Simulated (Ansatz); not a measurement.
# CH₄NSi+ (SMILES C[Si+]=N): functionals against CCSD(T) at one geometry

The atoms stand at a structure displaced at random from a GFN2-xTB minimum. How far do the functionals agree with CCSD(T) there?

Program: Ansatz 0.2.0, Gaussian basis. Level of theory: single points in def2-TZVPP. These are calculated values, not measurements.

Correlated methods freeze the cores.

### Step 1. The system as given

SMILES `C[Si+]=N`, 7 atoms, charge 1, spin multiplicity 1.

Atoms are counted from 1 here; the program's logs count them from 0.

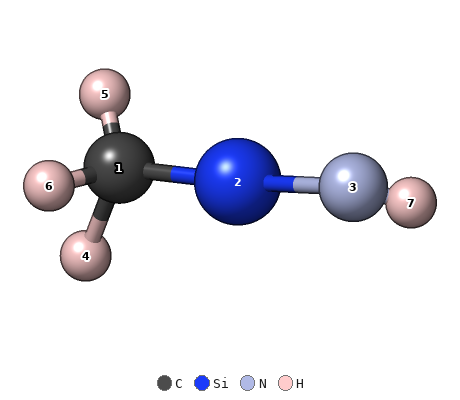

As it starts; carbon dark grey, silicon blue, nitrogen light blue, hydrogen pink; atoms are numbered from 1 in the order of the file.

As a file:

```xyz
7
CH4NSi
C    -0.79690    0.63800   -0.47420
Si    0.48200   -0.26760    0.10870
N     1.93390   -1.02940    0.93500
H    -2.00710    0.05350   -0.66200
H    -0.62890    1.28410   -1.18330
H    -1.20470    1.15090    0.32970
H     2.23200   -1.63880    0.73810
```

### Step 2. CCSD(T)/def2-TZVPP

File run/in.yaml:

```yaml
crystal:
  periodic: [false, false, false]
  atoms:
    - {symbol: C, position_ang: [-0.796900, 0.638000, -0.474200]}
    - {symbol: Si, position_ang: [0.482000, -0.267600, 0.108700]}
    - {symbol: N, position_ang: [1.933900, -1.029400, 0.935000]}
    - {symbol: H, position_ang: [-2.007100, 0.053500, -0.662000]}
    - {symbol: H, position_ang: [-0.628900, 1.284100, -1.183300]}
    - {symbol: H, position_ang: [-1.204700, 1.150900, 0.329700]}
    - {symbol: H, position_ang: [2.232000, -1.638800, 0.738100]}
basis:
  gaussian: {orbitals: def2-TZVPP}
total_charge: 1
correlation: {method: ccsd_t}
output: {forces: true}
```

The command line of these runs was not kept.

### Step 3. PBE0-D4/def2-TZVPP

Changes to run/in.yaml since step 2:

```diff
@@ -13,3 +13,3 @@
 total_charge: 1
-correlation: {method: ccsd_t}
-output: {forces: true}
+hamiltonian: {xc: pbe0, dispersion: d4}
+output: {forces: true, orbitals: {seedname: orbitals}}
```

### Step 4. wB97M-V/def2-TZVPP

Changes to run/in.yaml since step 3:

```diff
@@ -13,3 +13,3 @@
 total_charge: 1
-hamiltonian: {xc: pbe0, dispersion: d4}
-output: {forces: true, orbitals: {seedname: orbitals}}
+hamiltonian: {xc: {name: wB97M-V}}
+output: {forces: true}
```

### Step 5. r2SCAN-D4/def2-TZVPP

Changes to run/in.yaml since step 4:

```diff
@@ -13,3 +13,3 @@
 total_charge: 1
-hamiltonian: {xc: {name: wB97M-V}}
+hamiltonian: {xc: r2scan, dispersion: d4}
 output: {forces: true}
```

### Step 6. PBE-D4/def2-TZVPP

Changes to run/in.yaml since step 5:

```diff
@@ -13,3 +13,3 @@
 total_charge: 1
-hamiltonian: {xc: r2scan, dispersion: d4}
+hamiltonian: {xc: pbe, dispersion: d4}
 output: {forces: true}
```

### Step 7. revPBE-D4/def2-TZVPP

Changes to run/in.yaml since step 6:

```diff
@@ -13,3 +13,3 @@
 total_charge: 1
-hamiltonian: {xc: pbe, dispersion: d4}
+hamiltonian: {xc: {name: revPBE}, dispersion: d4}
 output: {forces: true}
```

### Step 8. r2SCANh-D4/def2-TZVPP

Changes to run/in.yaml since step 7:

```diff
@@ -13,3 +13,3 @@
 total_charge: 1
-hamiltonian: {xc: {name: revPBE}, dispersion: d4}
+hamiltonian: {xc: {name: r2SCANh}, dispersion: d4}
 output: {forces: true}
```

(Steps that only read results are left out.)

Q: Predict the outcome of this session. Wanted: energy less free atoms, CCSD(T)/def2-TZVPP; RMS force component; RMS force error; HOMO and LUMO, PBE0-D4; T1 diagnostic.

**Answer**, as computed:

| quantity | value |
| --- | --- |
| energy less free atoms, CCSD(T)/def2-TZVPP | -205.6 kcal/mol |
| RMS force component | 13.954 to 14.046 eV/Å over the methods |
| RMS force error | PBE0-D4 0.205, wB97M-V 0.240, r2SCAN-D4 0.156, PBE-D4 0.187, revPBE-D4 0.185, r2SCANh-D4 0.185 eV/Å |
| HOMO and LUMO, PBE0-D4 | -13.40 and -8.53 eV |
| T1 diagnostic | 0.035 |

Against CCSD(T) the functionals' energies less atoms differ by -33.9 to -9.3 kcal/mol, PBE-D4 by -33.9 kcal/mol. A larger basis would deepen the CCSD(T) value, while the functionals are nearly converged already, so the order here is not reliable. On forces the order runs from r2SCAN-D4 to wB97M-V. Frozen-core CCSD(T) forces in triple zeta carry basis errors of their own, and this is one geometry, so small gaps rank nothing. The T1 diagnostic is large here, over the usual mark for main-group molecules (transition-metal compounds often pass it harmlessly), so CCSD(T) itself may be off. The restricted Hartree–Fock reference is unstable towards an unrestricted one at one or more of these structures.
